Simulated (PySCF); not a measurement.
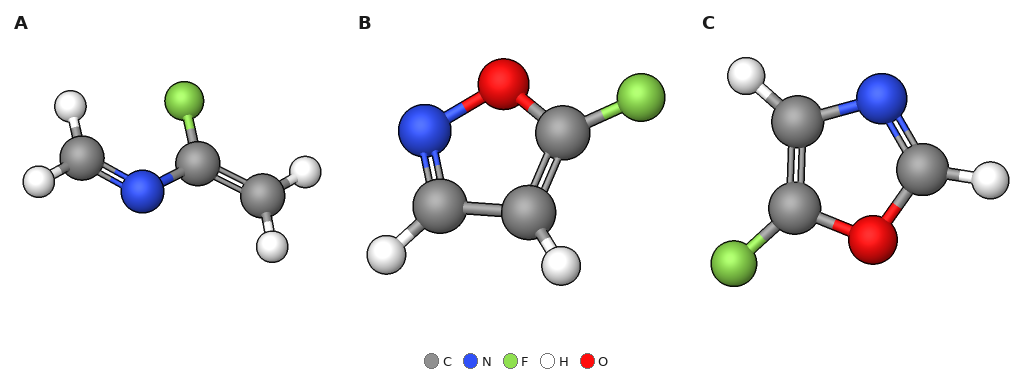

Simulated data, not a measurement (program: PySCF).

Match each picture to its SMILES.
(1) Fc1ccno1
(2) Fc1cnco1
(3) C=NC(=C)F

A is (3), B is (1), C is (2).
